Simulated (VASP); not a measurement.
Band structure of BaF2 (fluorite). All values below come from rev-vdW-DF2, VASP's PBE PAW potentials (set 64) (plane waves; VASP 6.6.1).

Unless said otherwise, spin-orbit coupling is left out, though it shifts the bands of the heavy elements here.

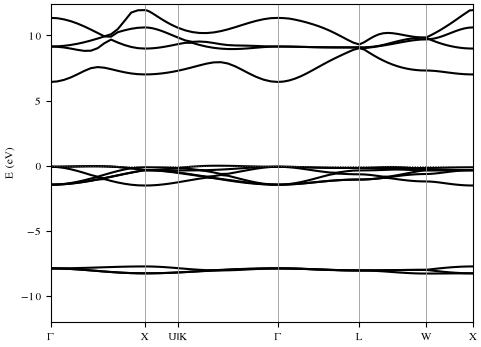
Figure: Bands along high-symmetry lines, zero at the valence-band maximum or, without a gap, the Fermi level

Problem. Read the plot: is there a gap, and where are the band edges?

Solution. The gap is indirect, 6.43 eV, from the valence maximum at K-Γ at 0.43 to the conduction minimum at Γ. (Edges off the drawn lines would not show.)

Measured: gap 10.50 eV (computed value off by -4.07 eV), as given by Andrés Aguado et al., Journal of the Physical Society of Japan (1999), arXiv:cond-mat/9901145.

The compound is BaF2 in the fluorite structure. It was relaxed first.
